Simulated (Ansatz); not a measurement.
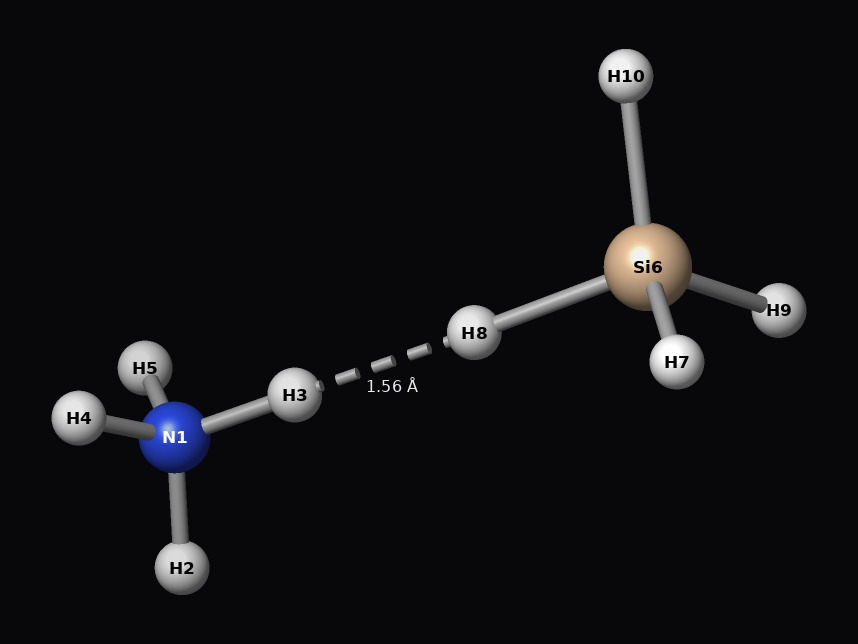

Two molecules or ions; the broken line marks their closest contact (measured against van der Waals radii). The species has charge +1 and is a spin singlet. Computed geometry: PBE0-D4/def2-TZVP optimisation. Program: Ansatz 0.2.0.

Which two species are they?

NH4 and SiH4 (`[NH4+].[SiH4]`).

Give the counterpoise-corrected interaction energy (kcal/mol, monomers kept as in the pair) with CCSD(T)/CBS (MP2 limit from def2-TZVPPD and def2-QZVPPD plus CCSD(T) − MP2); HSE06 (plane-wave form)-D4/def2-TZVPPD.

```tsv
level	interaction energy (kcal/mol)
CCSD(T)/CBS (MP2 limit from def2-TZVPPD and def2-QZVPPD plus CCSD(T) − MP2)	−7.2
HSE06 (plane-wave form)-D4/def2-TZVPPD	−8.1
```
